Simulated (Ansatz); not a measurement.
The calculation's input:

```
crystal:
  periodic: [false, false, false]
  atoms:
    - {symbol: C, position_ang: [-0.528128, -0.596488, -0.554189]}
    - {symbol: B, position_ang: [0.794150, -0.331362, 1.476704]}
    - {symbol: Cl, position_ang: [1.104995, 0.767272, 2.790985]}
    - {symbol: Cl, position_ang: [1.621912, -1.862477, 1.377435]}
    - {symbol: F, position_ang: [-1.419202, 0.145867, -1.179104]}
    - {symbol: F, position_ang: [0.483094, -0.829985, -1.377645]}
    - {symbol: F, position_ang: [-1.088338, -1.753581, -0.234080]}
    - {symbol: O, position_ang: [-0.119818, 0.077002, 0.550831]}
basis:
  gaussian: {orbitals: def2-SVPD}
output: {forces: true, orbitals: {seedname: orbitals}}
hamiltonian: {xc: {name: PBE0}}
```

Run with:

```sh
ansatz run input.yaml --threads 2 --pin off --max-ram 5220MiB --events-out events.jsonl --progress --plain --runs-dir runs
```

Geometry: PBE0-D4/def2-SVP.

These are results of Ansatz 0.2.0, isolated molecule in a Gaussian basis; Kohn-Sham density functional theory, functional PBE0, not measurements.

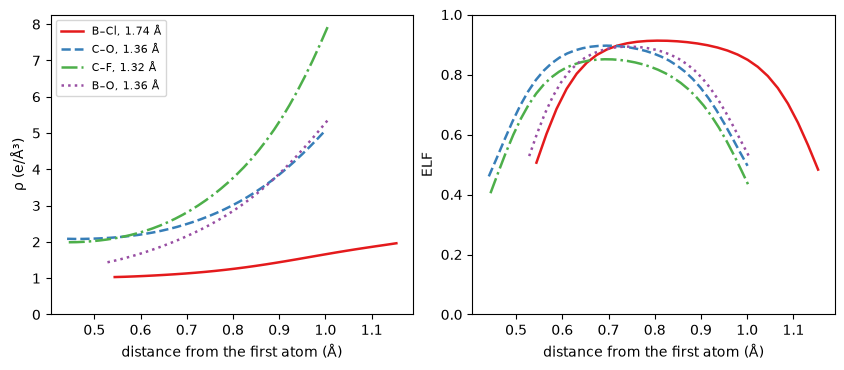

CBCl2F3O (SMILES FC(F)(F)OB(Cl)Cl). Total electron density and electron localisation function along straight lines between neighbouring atoms. The curves leave out the atomic cores.

Compare the contacts.

Answer. B–Cl (1.74 Å): ρ is about 1.4 e/Å³ halfway; the ELF peaks at about 0.90 between the atoms; a polar covalent bond.
C–O (1.36 Å): the density is about 2.4 e/Å³ at the midpoint, with its minimum of 2.1 e/Å³ about 0.5 Å from C; the ELF peaks at about 0.90 between the atoms (a shared but strongly polarised pair).
C–F (1.32 Å): the density is about 2.5 e/Å³ at the midpoint; the ELF peaks at about 0.85 between the atoms, as expected for a shared but strongly polarised pair.
B–O (1.36 Å): the density is about 2.1 e/Å³ at the midpoint; the ELF peaks at about 0.90 between the atoms (a polar covalent bond).
